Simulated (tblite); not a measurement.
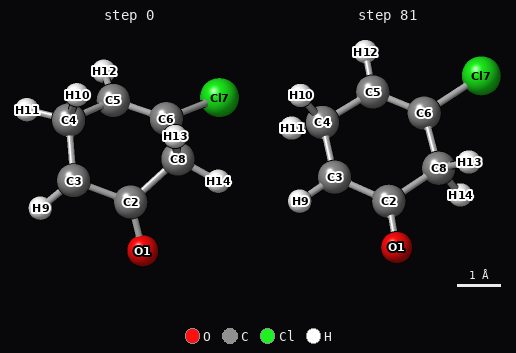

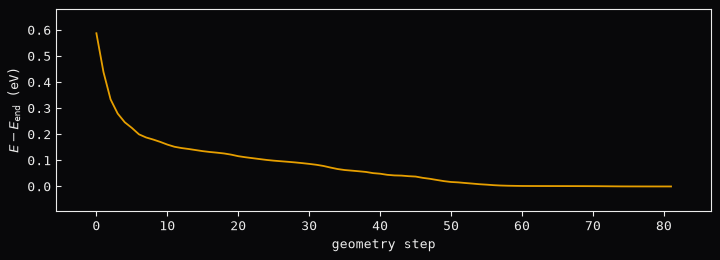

First and last geometry of a relaxation of C$_{6}$H$_{6}$ClO (multiplicity 2), with the history of the run. The picture is a ball-and-stick view, seen at a tilt.

These are results of GFN2-xTB geometry optimisation, gas phase in tblite 0.8.0, not measurements. 

> What do the curves and the structures tell?

It converged. The atom that moves furthest after the best rigid fit is H13 (1.16 Å). By element the largest moves are H 1.16 Å, O 1.08 Å, Cl 0.81 Å, C 0.43 Å. Near-neighbour distances that change, for instance: C2–C3 1.468 → 1.414 Å, C4–H10 1.136 → 1.101 Å, C3–C4 1.497 → 1.469 Å, C6–C8 1.506 → 1.487 Å. Among the angles between lasting bonds that change: C2–C3–C4 111.3° → 124.9°, C2–C8–C6 103.9° → 115.1°, C5–C6–C8 115.0° → 125.2°. After 81 geometry steps the energy has fallen by 0.588 eV.
